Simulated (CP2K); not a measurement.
# BSiH3O2 (SMILES O[SiH]1BO1): GFN0-xTB

What is the energy change on altering one bond length of BSiH3O2 at GFN0-xTB? 

The calculation is run with CP2K 2026.2.

1 further run of the same task is left out (set aside as unsound or not needed).

## 1. The structure to begin with

BSiH3O2: 7 atoms, total charge 0, spin state singlet. As SMILES, `O[SiH]1BO1`. The shape is that of a GFN2-xTB optimisation. This is one conformer, not always the lowest.

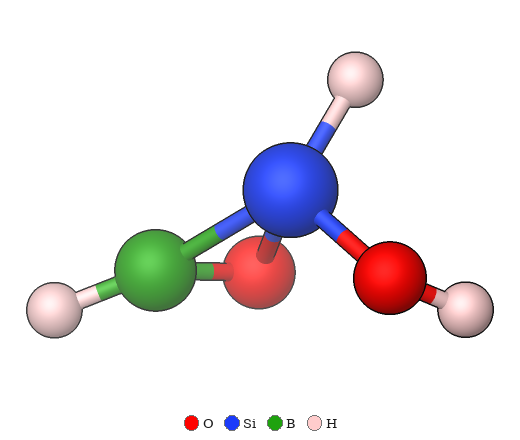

The structure, seen from a chosen angle (oxygen red, silicon blue, boron green, hydrogen pink).

## 2. The energy at GFN0-xTB

File mol.inp:

```
&GLOBAL
 PROJECT mol
 RUN_TYPE ENERGY
 PRINT_LEVEL MEDIUM
&END GLOBAL

&FORCE_EVAL
 METHOD QUICKSTEP
 &DFT
  &QS
   METHOD XTB
   EPS_DEFAULT 1.0E-10
   &XTB
    GFN_TYPE 0
    CHECK_ATOMIC_CHARGES F
   &END XTB
  &END QS
  &POISSON
   PERIODIC NONE
   POISSON_SOLVER ANALYTIC
  &END POISSON
  &SCF
   SCF_GUESS ATOMIC
   EPS_SCF 1.0E-07
   MAX_SCF 150
   ADDED_MOS 8
   &DIAGONALIZATION
    ALGORITHM STANDARD
   &END DIAGONALIZATION
   &MIXING
    METHOD DIRECT_P_MIXING
    ALPHA 0.4
   &END MIXING
  &END SCF
  &PRINT
   &MOMENTS
    PERIODIC F
    REFERENCE COM
    MAX_MOMENT 1
   &END MOMENTS
   &MO ON
    ENERGIES T
    OCCUPATION_NUMBERS T
    NDIGITS 6
    &EACH
     QS_SCF 0
    &END EACH
    ADD_LAST NUMERIC
   &END MO
   &HIRSHFELD OFF
   &END HIRSHFELD
  &END PRINT
 &END DFT
 &SUBSYS
  &CELL
   ABC 15.9 15 14.4
   PERIODIC NONE
  &END CELL
  &COORD
   O     -0.978410     0.890910    -1.093880
   Si     0.128850     0.693200     0.080520
   B      1.109760    -0.918820     0.115820
   O     -0.052650    -1.052380     0.689070
   H     -1.894770     0.641680    -0.967690
   H     -0.303680     1.380010     1.290070
   H      1.990900    -1.634600    -0.113910
  &END COORD
  &TOPOLOGY
   &CENTER_COORDINATES
   &END CENTER_COORDINATES
  &END TOPOLOGY
 &END SUBSYS
&END FORCE_EVAL
```

On the command line:

```bash
$ OMP_NUM_THREADS=1 cp2k.psmp -i mol.inp -o mol.out
```

The log of the run:

```text
CP2K| version string:                                       CP2K version 2026.2
[...]
 GLOBAL| Method name                                                        CP2K
[...]
 GLOBAL| Run type                                                         ENERGY
[...]
                             - Atoms:                                          7
[...]
                             - Spherical basis functions:                     27
[...]
 Number of electrons:                                                         22
[...]
 TB_DIPOLE| Moment [Debye]          2.69289848       1.00245428      -1.40476601
 TB_DIPOLE| Derivative [a.u.]       0.00000000       0.00000000       0.00000000
[...]
 ENERGY| Total FORCE_EVAL ( QS ) energy [hartree]            -11.244831390158927
[...]
```

Wall time 0.38 s (1 thread of Arm Neoverse N1, shared host); peak memory 0.14 GiB.

## 3. The distorted shape

File run.inp:

```
&GLOBAL
   PROJECT_NAME run
   RUN_TYPE ENERGY
   PRINT_LEVEL MEDIUM
&END GLOBAL

&FORCE_EVAL
   METHOD Quickstep
   &DFT
      CHARGE 0
      MULTIPLICITY 1
      &QS
         METHOD XTB
         EPS_DEFAULT 1.0E-10
         &XTB
            GFN_TYPE 0
            CHECK_ATOMIC_CHARGES F
         &END XTB
      &END QS
      &POISSON
         PERIODIC NONE
         POISSON_SOLVER ANALYTIC
      &END POISSON
      ! self-consistent field
      &SCF
         SCF_GUESS ATOMIC
         EPS_SCF 1.0E-07
         MAX_SCF 150
         ADDED_MOS 8
         &DIAGONALIZATION
            ALGORITHM STANDARD
         &END DIAGONALIZATION
         &MIXING
            METHOD DIRECT_P_MIXING
            ALPHA 0.4
         &END MIXING
      &END SCF
      &PRINT
         &MOMENTS
            PERIODIC F
            REFERENCE COM
            MAX_MOMENT 1
         &END MOMENTS
         &MO ON
            ENERGIES T
            OCCUPATION_NUMBERS T
            NDIGITS 6
            &EACH
               QS_SCF 0
            &END EACH
            ADD_LAST NUMERIC
         &END MO
         &HIRSHFELD OFF
         &END HIRSHFELD
      &END PRINT
   &END DFT
   &SUBSYS
      &CELL
         ABC [angstrom] 16 15 14.5
         PERIODIC NONE
      &END CELL
      &COORD
         O     -1.089168     0.910687    -1.211354
         Si     0.128850     0.693200     0.080520
         B      1.109760    -0.918820     0.115820
         O     -0.052650    -1.052380     0.689070
         H     -2.005528     0.661457    -1.085164
         H     -0.303680     1.380010     1.290070
         H      1.990900    -1.634600    -0.113910
      &END COORD
      &TOPOLOGY
         &CENTER_COORDINATES
         &END CENTER_COORDINATES
      &END TOPOLOGY
   &END SUBSYS
&END FORCE_EVAL
```

On the command line:

```bash
$ OMP_NUM_THREADS=1 cp2k.psmp -i run.inp -o run.out
```

The log of the run:

```text
CP2K| version string:                                       CP2K version 2026.2
[...]
 GLOBAL| Method name                                                        CP2K
[...]
 GLOBAL| Run type                                                         ENERGY
[...]
                             - Atoms:                                          7
[...]
                             - Spherical basis functions:                     27
[...]
 Number of electrons:                                                         22
[...]
 TB_DIPOLE| Moment [Debye]          3.57240108       0.62966415      -0.36504193
 TB_DIPOLE| Derivative [a.u.]       0.00000000       0.00000000       0.00000000
[...]
 ENERGY| Total FORCE_EVAL ( QS ) energy [hartree]            -11.235590710440066
[...]
```

Wall time 0.38 s (1 thread of Arm Neoverse N1, shared host); peak memory 0.14 GiB.

## 4. Summary of results

Level: GFN0-xTB.

```
                                                          quantity         value
                                         first shape: total energy  -11.24483 Eh
            first shape: dipole moment (from atomic charges alone)        3.20 D
                                          first shape: HOMO energy      -9.76 eV
                                          first shape: LUMO energy      -7.13 eV
                                        first shape: HOMO–LUMO gap       2.63 eV
                                    first shape: dispersion energy  -3.74 kJ/mol
                                     distorted shape: total energy  -11.23559 Eh
        distorted shape: dipole moment (from atomic charges alone)        3.65 D
                                      distorted shape: HOMO energy      -9.78 eV
                                      distorted shape: LUMO energy      -7.19 eV
                                    distorted shape: HOMO–LUMO gap       2.59 eV
                                distorted shape: dispersion energy  -3.69 kJ/mol
energy change with the O1–Si2 bond stretched from 1.626 to 1.789 Å      0.251 eV
```

What this shows: With the O1–Si2 bond stretched from 1.626 to 1.789 Å the energy rises by 0.25 eV (5.8 kcal/mol). The first shape isn't relaxed at this level, so the change isn't measured from a minimum. The dipole (first shape) comes from point charges on the atoms alone, without atomic dipoles, so it is partial. The dipole (distorted shape) comes from point charges on the atoms alone, without atomic dipoles, so it is partial.
